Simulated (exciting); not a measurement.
## Core excitons at the S L₂,₃ edge of LuTlS2

Aim: the S L₂,₃ absorption edge of LuTlS2 with the electron–hole interaction treated explicitly, and what each term of the kernel does.

Program: exciting sodium. Level of theory: X-ray absorption, core-level Bethe-Salpeter equation, exchange and statically screened direct term, Tamm-Dancoff, all-electron LAPW+lo LDA. Results are calculated unless marked as measured.

## Step 1: Starting point

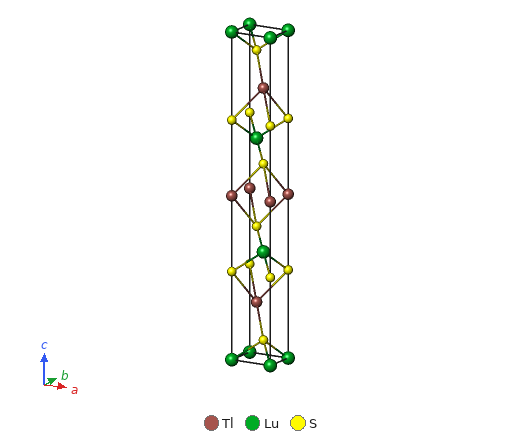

The starting structure, seen slightly off an axis (thallium brown, lutetium green, sulfur yellow). This picture shows the conventional cell, with its axes. Bonds to atoms that aren't drawn are left out. Some periodic images of atoms are drawn too.

As a file:

```cif
data_structure
_symmetry_space_group_name_H-M 'R-3m:H'
_symmetry_Int_Tables_number 166
_cell_length_a 3.9199
_cell_length_b 3.9199
_cell_length_c 22.5047
_cell_angle_alpha 90.000
_cell_angle_beta 90.000
_cell_angle_gamma 120.000
_cell_volume 299.48
loop_
_atom_site_label
_atom_site_type_symbol
_atom_site_symmetry_multiplicity
_atom_site_Wyckoff_symbol
_atom_site_fract_x
_atom_site_fract_y
_atom_site_fract_z
_atom_site_occupancy
Tl1 Tl 3 b 0.66667 0.33333 0.83333 1
Lu1 Lu 3 a 0.00000 0.00000 0.00000 1
S1 S 6 c 0.33333 0.66667 0.93553 1
```

Differences between curves are given as r.m.s. difference over r.m.s. height.

## Step 2: Ground state

The species files are the program's own, with muffin-tin radii set in the input.

The input, input.xml:

```
<input>
  <title>LuTlS2</title>
  <structure speciespath="." autormt="false" epslat="1.0e-5">
    <crystal>
      <basevect>3.7038000843 2.1383899758 14.1759260680</basevect>
      <basevect>-3.7038000843 2.1383899758 14.1759260680</basevect>
      <basevect>0.0000000000 -4.2767799515 14.1759260680</basevect>
    </crystal>
    <species speciesfile="Tl.xml" rmt="2.300">
      <atom coord="0.5000000000 0.5000000000 0.5000000000"/>
    </species>
    <species speciesfile="Lu.xml" rmt="2.300">
      <atom coord="0.0000000000 0.0000000000 0.0000000000"/>
    </species>
    <species speciesfile="S.xml" rmt="2.300">
      <atom coord="0.2688658400 0.2688658400 0.2688658400"/>
      <atom coord="0.7311341600 0.7311341600 0.7311341600"/>
    </species>
  </structure>
  <groundstate do="fromscratch" xctype="LDA_PW" ngridk="3 3 3" rgkmax="7" gmaxvr="14" nempty="8" swidth="0.001" maxscl="100" epsengy="1e-5"/>
</input>
```

The run is started by

```bash
$ OMP_NUM_THREADS=1 mpirun -n 4 exciting
```

Numbers of over 12 decimals in the logs are rounded to 6 here.

The program printed:

```text
EXCITING SODIUM started
********************************************************************************
* Ground-state run starting from atomic densities                              *
********************************************************************************
+ Starting initialization                                                      +
[... lattice and species ...]
 Spin treatment                             :    spin-unpolarised
 Number of Bravais lattice symmetries       :      12
[...]
+ Self-consistent loop stopped                                                 +
 STATE.OUT is written
********************************************************************************
* Groundstate module stopped                                                   *
********************************************************************************
 Total time spent (seconds)                 :        50.18
- CAUTION! Warnings have been written in file WARNING.OUT !                    -
| EXCITING SODIUM stopped                                                      =
[key lines of the parts left out:]
Total energy                               :    -35646.04022103
Fermi energy                               :         0.19903462
```

It took 51 s on 4 MPI ranks of Arm Neoverse V1, shared host.

The warnings file holds hints only, no warning.

The mesh shows a gap of 1.87 eV. Core levels (Dirac, from the valence top):

| atom | level | energy (eV) |
| --- | --- | --- |
| S | 1s1/2 | -2389.4 |
| S | 2s1/2 | -203.4 |
| S | 2p1/2 | -149.9 |
| S | 2p3/2 | -148.7 |

## Step 3: A richer basis for the empty states

Each species file gets more local orbitals, built from u and its energy derivative at 0.15 Ha and u at 0.9 Ha.

input.xml is that of step 2.

The input, SPECIES.xml, added lines:

```
<lo l="L">  <!-- L = 0, 1, 2, and 3 from Cs on -->
  <wf matchingOrder="0" trialEnergy="0.1500" searchE="false"/>
  <wf matchingOrder="1" trialEnergy="0.1500" searchE="false"/>
  <wf matchingOrder="0" trialEnergy="0.9000" searchE="false"/>
</lo>
```

The run is started by

```bash
$ OMP_NUM_THREADS=1 mpirun -n 4 exciting
```

The program printed:

```text
EXCITING SODIUM started
********************************************************************************
* Ground-state run starting from atomic densities                              *
********************************************************************************
+ Starting initialization                                                      +
[... lattice and species ...]
 Spin treatment                             :    spin-unpolarised
 Number of Bravais lattice symmetries       :      12
[...]
+ Self-consistent loop stopped                                                 +
 STATE.OUT is written
********************************************************************************
* Groundstate module stopped                                                   *
********************************************************************************
 Total time spent (seconds)                 :        56.65
- CAUTION! Warnings have been written in file WARNING.OUT !                    -
| EXCITING SODIUM stopped                                                      =
[key lines of the parts left out:]
Total energy                               :    -35646.04121129
Fermi energy                               :         0.19920908
```

Wall time 58 s (4 MPI ranks).

Against the first ground state the total energy moves by -7 meV an atom and the gap by 0.00 eV.

## Step 4: Screening, kernels and BSE for S atom 3

The absorber has 3 Lu at 2.69 Å and 3 Tl at 3.23 Å (distorted octahedral, site symmetry 3m).

input.xml: that of step 3 with these lines changed.

```diff
@@ -19,3 +19,19 @@
   </structure>
-  <groundstate do="fromscratch" xctype="LDA_PW" ngridk="3 3 3" rgkmax="7" gmaxvr="14" nempty="8" swidth="0.001" maxscl="100" epsengy="1e-5"/>
+  <groundstate do="skip" xctype="LDA_PW" ngridk="3 3 3" rgkmax="7" gmaxvr="14" nempty="8" swidth="0.001" maxscl="100" epsengy="1e-5"/>
+  <xs xstype="BSE" ngridk="3 3 3" ngridq="3 3 3" vkloff="0.097 0.273 0.493" rgkmax="7" nempty="43" gqmax="3" lmaxapwwf="5" lmaxemat="3" broad="0.01654" tevout="true">
+    <energywindow intv="5.091 6.754" points="452"/>
+    <screening screentype="full" nempty="69"/>
+    <BSE xas="true" xasspecies="3" xasatom="1" xasedge="L23" bsetype="singlet" nstlxas="1 39"/>
+    <qpointset>
+      <qpoint>0 0 0</qpoint>
+    </qpointset>
+    <plan>
+      <doonly task="xsgeneigvec"/>
+      <doonly task="writepmatxs"/>
+      <doonly task="scrgeneigvec"/>
+      <doonly task="scrwritepmat"/>
+      <doonly task="screen"/>
+      <doonly task="scrcoulint"/>
+    </plan>
+  </xs>
 </input>
```

The input, input.xml for the exchange start (cutoff and plan only):

```
  gqmax="2.5"
  <plan>
    <doonly task="exccoulint"/>
  </plan>
```

The input, input.xml for the last start (plan only):

```
  <plan>
    <doonly task="bse"/>
  </plan>
```

The run is started by

```bash
$ OMP_NUM_THREADS=1 mpirun -n 4 exciting
$ OMP_NUM_THREADS=1 mpirun -n 4 exciting
$ OMP_NUM_THREADS=4 exciting
```

The program printed:

```text
| EXCITING SODIUM started for task xsgeneigvec ( 301)                          =
One-shot GS runs for BSE calculations
One-shot GS runs for k+qmt/2 grids
Info(xsgeneigvec): Generating eigenvectors for Q-point      1
Info(xsgeneigvec): Generation of eigenvectors finished
| EXCITING SODIUM started for task writepmatxs ( 320)                          =
Info(writepmatxs): Momentum matrix elements finished
| EXCITING SODIUM started for task scrgeneigvec ( 401)                         =
One-shot GS runs for BSE calculations
One-shot GS runs for k+qmt/2 grids
[...]
Info(setup_bse_block): Setting up RR part of hamiltonian
Info(setup_bse_block): Singlet spin state
Info(bse): Diagonalizing RR Hamiltonian (TDA)
Info(bse): Invoking Lapack routine ZHEEVR
      6318 eigen solutions found in the interval:
         i1=       1 i2=    6318
Info(bse): Writing excition energies and oscillator strengths to text file.
Info(makespectrum_dist): Making spectrum using formula for coupling with time reversed AR basis.
Info(makespectrum_dist): Using formalism for vanishing momentum transfer.
Info(writederived): Writing quantities derived from the macroscopic dielectric function.
Info(bselauncher): Spectrum finished for iqmt=  1
Info(bselauncher): All done for BSE type singlet
```

Run time: 29 min. Hardware: 4 MPI ranks.

Wall time by task: xsgeneigvec 14 s, writepmatxs 7.3 s, scrgeneigvec 6.4 s, scrwritepmat 5 s, screen 5.5 min, scrcoulint 7.8 min, exccoulint 13 min, bse 2.2 min.

The S L₂,₃ spectrum of S atom 3 (energy from the Kohn–Sham onset, core level to the lowest empty state found on the meshes used, 150.19 eV; the shifted mesh sets it, since it comes nearer the band minimum than the ground-state mesh; Im ε scaled to the maximum of the singlet run; cut below the end of the band set):

| E (eV) | isotropic | ε ⊥ c | ε ∥ c |
| --- | --- | --- | --- |
| -2.0 | 0.03 | 0.03 | 0.03 |
| -1.0 | 0.07 | 0.07 | 0.06 |
| 0.0 | 0.17 | 0.18 | 0.17 |
| 1.0 | 0.25 | 0.25 | 0.26 |
| 2.0 | 0.28 | 0.28 | 0.29 |
| 3.0 | 0.30 | 0.29 | 0.33 |
| 4.0 | 0.41 | 0.39 | 0.43 |
| 5.0 | 0.40 | 0.40 | 0.40 |
| 6.0 | 0.42 | 0.43 | 0.39 |
| 7.0 | 0.46 | 0.47 | 0.43 |
| 8.0 | 0.71 | 0.71 | 0.70 |
| 9.0 | 0.78 | 0.75 | 0.84 |
| 10.0 | 0.91 | 0.93 | 0.87 |
| 11.0 | 0.94 | 0.99 | 0.85 |
| 12.0 | 1.00 | 1.00 | 0.99 |
| 13.0 | 0.94 | 0.91 | 0.99 |
| 14.0 | 0.86 | 0.84 | 0.89 |
| 15.0 | 0.78 | 0.79 | 0.75 |
| 16.0 | 0.74 | 0.77 | 0.69 |
| 17.0 | 0.74 | 0.76 | 0.72 |
| 18.0 | 0.74 | 0.73 | 0.76 |
| 19.0 | 0.67 | 0.66 | 0.68 |

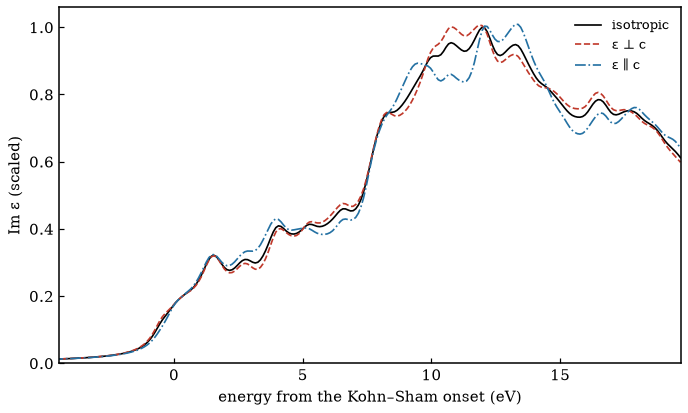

The S L₂,₃ edge of S atom 3.

Maxima (height): 1.6 eV (0.32), 4.1 eV (0.41), 10.8 eV (0.95), 12.0 eV (1.00), 13.3 eV (0.95), 16.5 eV (0.78) and 17.7 eV (0.75).

The Hamiltonian has 6318 rows. The lowest groups of eigenvalues and the brightest ones, on the scale above. Core spinors bring spin-forbidden partners, so dark means forbidden by spin or by symmetry, and the shifted mesh splits states that symmetry would keep together:

| energy (eV) | states within 10 meV | relative strength |
| --- | --- | --- |
| -0.497 | 4 | 0.80 |
| -0.328 | 4 | 0.092 |
| -0.178 | 4 | 0.18 |
| -0.121 | 4 | 0.068 |
| -0.028 | 4 | 0.12 |
| 0.005 | 4 | 0.31 |
| 4.033 | 4 | 0.74 |
| 10.679 | 8 | 0.90 |
| 10.720 | 6 | 1.00 |
| 11.998 | 4 | 0.73 |
| 12.890 | 6 | 0.79 |
| 13.252 | 10 | 0.93 |

## Step 5: Independent particles

input.xml: that of step 4 with these lines changed.

```diff
@@ -23,3 +23,3 @@
     <screening screentype="full" nempty="69"/>
-    <BSE xas="true" xasspecies="3" xasatom="1" xasedge="L23" bsetype="singlet" nstlxas="1 39"/>
+    <BSE xas="true" xasspecies="3" xasatom="1" xasedge="L23" bsetype="IP" nstlxas="1 39"/>
     <qpointset>
@@ -28,8 +28,3 @@
     <plan>
-      <doonly task="xsgeneigvec"/>
-      <doonly task="writepmatxs"/>
-      <doonly task="scrgeneigvec"/>
-      <doonly task="scrwritepmat"/>
-      <doonly task="screen"/>
-      <doonly task="scrcoulint"/>
+      <doonly task="bse"/>
     </plan>
```

The run is started by

```bash
$ OMP_NUM_THREADS=4 exciting
```

The program printed:

```text
| EXCITING SODIUM started for task bse ( 445)                                  =
Info(bselauncher): Init time:    2.210894
Info(bselauncher): Setting up and diagonalizing BSE Hamiltonian.
Info(bselauncher): Using momentum transfer vectors from list :   1 to  1
Info(bselauncher): Distributing qmt-points over   1 processes.
Info(bselauncher): BSE type: IP
Info(bselauncher): Momentum transfer list index: iqmt=  1
Info(bselauncher): Momentum transfer: vqmtl=   0.000   0.000   0.000
Info(bse): Inspecting occupations...
Info(setranges_modxs): Number of non-reduced k-points:       27
[...]
highest unoccupied state:  67
  Opening gap with a scissor of:      0.000/H      0.000/eV
Info(select_transitions): Number of participating transitions:    6318
Info(bse): Selecting transitions...
Info(bse):bsegap (eV):   150.195467
Info(bse): IP requested, nothing much to do
Info(bse): Writing excition energies and oscillator strengths to text file.
Info(makespectrum_dist): Making spectrum using formula for coupling with time reversed AR basis.
Info(makespectrum_dist): Using formalism for vanishing momentum transfer.
Info(writederived): Writing quantities derived from the macroscopic dielectric function.
Info(bselauncher): Spectrum finished for iqmt=  1
Info(bselauncher): All done for BSE type IP
```

Elapsed: 3 s, on 4 threads.

Maxima (height): 7.1 eV (0.36), 12.7 eV (0.86), 14.8 eV (0.93), 17.1 eV (0.89) and 19.1 eV (0.94); 1 lower ones aren't listed. The spectrum differs from the singlet run by 29 % r.m.s. Moving the earlier curve by +2.8 eV leaves 12 %. The highest maximum lies at 19.1 eV (0.94), against 12.0 eV (1.00).

## Step 6: Exchange alone

input.xml: that of step 5 with these lines changed.

```diff
@@ -23,3 +23,3 @@
     <screening screentype="full" nempty="69"/>
-    <BSE xas="true" xasspecies="3" xasatom="1" xasedge="L23" bsetype="IP" nstlxas="1 39"/>
+    <BSE xas="true" xasspecies="3" xasatom="1" xasedge="L23" bsetype="RPA" nstlxas="1 39"/>
     <qpointset>
```

The run is started by

```bash
$ OMP_NUM_THREADS=4 exciting
```

The program printed:

```text
| EXCITING SODIUM started for task bse ( 445)                                  =
Info(bselauncher): Init time:    2.212506
Info(bselauncher): Setting up and diagonalizing BSE Hamiltonian.
Info(bselauncher): Using momentum transfer vectors from list :   1 to  1
Info(bselauncher): Distributing qmt-points over   1 processes.
Info(bselauncher): BSE type: RPA
Info(bselauncher): Momentum transfer list index: iqmt=  1
Info(bselauncher): Momentum transfer: vqmtl=   0.000   0.000   0.000
Info(bse): Inspecting occupations...
Info(setranges_modxs): Number of non-reduced k-points:       27
[...]
Info(setup_bse_block): Setting up RR part of hamiltonian
Info(setup_bse_block): Using RPA approximation
Info(bse): Diagonalizing RR Hamiltonian (TDA)
Info(bse): Invoking Lapack routine ZHEEVR
      6318 eigen solutions found in the interval:
         i1=       1 i2=    6318
Info(bse): Writing excition energies and oscillator strengths to text file.
Info(makespectrum_dist): Making spectrum using formula for coupling with time reversed AR basis.
Info(makespectrum_dist): Using formalism for vanishing momentum transfer.
Info(writederived): Writing quantities derived from the macroscopic dielectric function.
Info(bselauncher): Spectrum finished for iqmt=  1
Info(bselauncher): All done for BSE type RPA
```

Elapsed: 2.1 min, on 4 threads.

Maxima (height): 2.3 eV (0.19), 7.1 eV (0.34), 12.7 eV (0.82), 14.9 eV (0.91) and 19.1 eV (0.96). The spectrum differs from the independent-particle run by 4 % r.m.s.

## Step 7: Broadening

Changed against the first singlet run: half width (eV) from 0.45 to 0.11.

input.xml: that of step 6 with these lines changed.

```diff
@@ -20,6 +20,6 @@
   <groundstate do="skip" xctype="LDA_PW" ngridk="3 3 3" rgkmax="7" gmaxvr="14" nempty="8" swidth="0.001" maxscl="100" epsengy="1e-5"/>
-  <xs xstype="BSE" ngridk="3 3 3" ngridq="3 3 3" vkloff="0.097 0.273 0.493" rgkmax="7" nempty="43" gqmax="3" lmaxapwwf="5" lmaxemat="3" broad="0.01654" tevout="true">
-    <energywindow intv="5.091 6.754" points="452"/>
+  <xs xstype="BSE" ngridk="3 3 3" ngridq="3 3 3" vkloff="0.097 0.273 0.493" rgkmax="7" nempty="43" gqmax="3" lmaxapwwf="5" lmaxemat="3" broad="0.00404" tevout="true">
+    <energywindow intv="5.091 6.754" points="1234"/>
     <screening screentype="full" nempty="69"/>
-    <BSE xas="true" xasspecies="3" xasatom="1" xasedge="L23" bsetype="RPA" nstlxas="1 39"/>
+    <BSE xas="true" xasspecies="3" xasatom="1" xasedge="L23" bsetype="singlet" nstlxas="1 39"/>
     <qpointset>
```

The run is started by

```bash
$ OMP_NUM_THREADS=4 exciting
```

The program printed:

```text
| EXCITING SODIUM started for task bse ( 445)                                  =
Info(bselauncher): Init time:    2.208836
Info(bselauncher): Setting up and diagonalizing BSE Hamiltonian.
Info(bselauncher): Using momentum transfer vectors from list :   1 to  1
Info(bselauncher): Distributing qmt-points over   1 processes.
Info(bselauncher): BSE type: singlet
Info(bselauncher): Momentum transfer list index: iqmt=  1
Info(bselauncher): Momentum transfer: vqmtl=   0.000   0.000   0.000
Info(bse): Inspecting occupations...
[...]
Info(setup_bse_block): Setting up RR part of hamiltonian
Info(setup_bse_block): Singlet spin state
Info(bse): Diagonalizing RR Hamiltonian (TDA)
Info(bse): Invoking Lapack routine ZHEEVR
      6318 eigen solutions found in the interval:
         i1=       1 i2=    6318
Info(bse): Writing excition energies and oscillator strengths to text file.
Info(makespectrum_dist): Making spectrum using formula for coupling with time reversed AR basis.
Info(makespectrum_dist): Using formalism for vanishing momentum transfer.
Info(writederived): Writing quantities derived from the macroscopic dielectric function.
Info(bselauncher): Spectrum finished for iqmt=  1
Info(bselauncher): All done for BSE type singlet
```

It took 2.2 min on 4 threads.

The spectrum differs from the singlet run by 11 % r.m.s. The highest maximum lies at 12.0 eV (1.29), against 12.0 eV (1.00). Only the width of each line changes; the area stays. A table step wider than the lines misses their tops.

| E (eV) | first run | this run |
| --- | --- | --- |
| -2.0 | 0.03 | 0.01 |
| -1.0 | 0.07 | 0.02 |
| 0.0 | 0.17 | 0.21 |
| 1.0 | 0.25 | 0.22 |
| 2.0 | 0.28 | 0.22 |
| 3.0 | 0.30 | 0.28 |
| 4.0 | 0.41 | 0.57 |
| 5.0 | 0.40 | 0.38 |
| 6.0 | 0.42 | 0.39 |
| 7.0 | 0.46 | 0.35 |
| 8.0 | 0.71 | 0.78 |
| 9.0 | 0.78 | 0.80 |
| 10.0 | 0.91 | 1.07 |
| 11.0 | 0.94 | 0.96 |
| 12.0 | 1.00 | 1.28 |
| 13.0 | 0.94 | 1.01 |
| 14.0 | 0.86 | 0.85 |
| 15.0 | 0.78 | 0.78 |
| 16.0 | 0.74 | 0.66 |
| 17.0 | 0.74 | 0.65 |
| 18.0 | 0.74 | 0.85 |
| 19.0 | 0.67 | 0.66 |

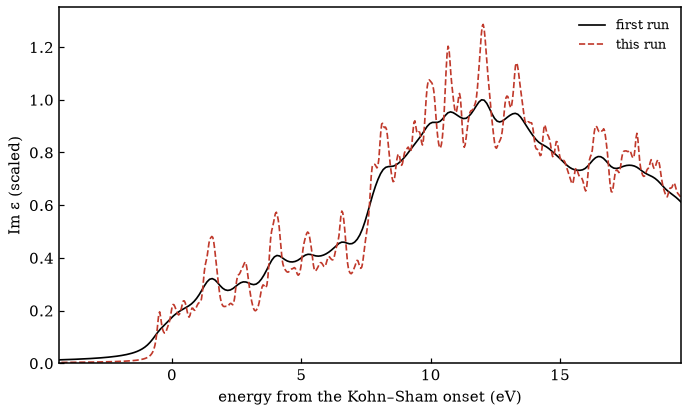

This run beside the first singlet run.

(Continued in part 2 of 2.)

[Banner, clock and machine lines of the logs are left out without a mark of their own.]

[Logs are printed without paths, hosts, clocks, repeated set-up lines and the standing remarks that a program may print on its own settings, such as how far it seeks lower states.]

[Hosts, paths, dates, database ids (printed as entryN), source tags and the programs' standing remarks are cut or masked in the printed files.]
